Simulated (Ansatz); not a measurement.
Geometry optimisation.

```
crystal:
  lattice:
    - [6.5826250101, 0.0, 0.0]
    - [-3.291312505, 5.7007204823, 0.0]
    - [0.0, 0.0, 2.6772743657]
  atoms:
    - { symbol: Be, position: [0.8788906353, 0.4394453177, 0.5] }
    - { symbol: Be, position: [0.5605546823, 0.4394453177, 0.5] }
    - { symbol: Be, position: [0.5605546823, 0.1211093647, 0.5] }
    - { symbol: Ga, position: [0.6894862859, 0.8447431429, 0.0] }
    - { symbol: Ga, position: [0.1552568571, 0.8447431429, 0.0] }
    - { symbol: Ga, position: [0.1552568571, 0.3105137141, 0.0] }
    - { symbol: C, position: [0.0, 0.0, 0.5] }
    - { symbol: C, position: [0.6666666667, 0.3333333333, 0.0] }
basis:
  ecutwfc: 420
kpoints:
  mp_grid: { grid: [3, 3, 5] }
hamiltonian:
  xc: pbe
scf:
  occupations: { method: gaussian, width: 0.1 }
  mixing: { algorithm: broyden, beta: 0.5 }
output:
  forces: true
  eigenvalues: true
  stress: true
relax:
  adjacent_minimum: "off"
  f_tol: 0.01
  max_steps: 80
  cell: { stress_tol: 0.05 }
```

Launched with:
```bash
ansatz run input.yaml --threads 1 --pin off --max-ram 2560MiB --backend cpu --events-out ev --progress --plain --runs-dir out
```

Q: How does the optimisation go?

A: The optimisation met its thresholds at geometry 6, counting the start as the first. The energy fell by about 28 meV/atom from the first step to the last. Step 3 went uphill and was rejected by the line search. The largest force component goes from about 0.11 eV/Å at the start to 2.6 × 10⁻³ eV/Å at the end, with a peak of 0.33 eV/Å at step 2. The volume shrinks from 12.6 to 11.9 Å³ per atom (−5 %), overshooting to 11.2 at step 3, as the pressure goes from 1.3 GPa to about 0 GPa.

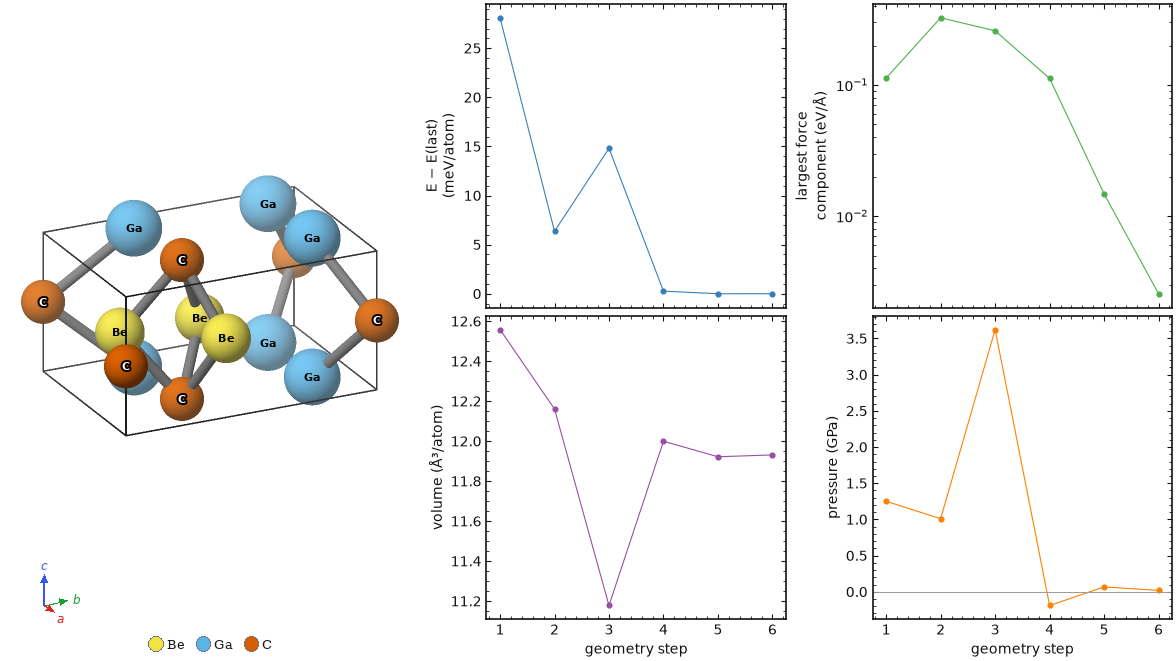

Beside the plot: the structure at the start.

History of the run, step by step. Atoms and cell relax. A closing SCF on a freshly chosen basis isn't drawn.

Q: Is anything amiss with this input?

A: Its settings were drawn outside the usual range, so the numbers aren't converged properties of the system.
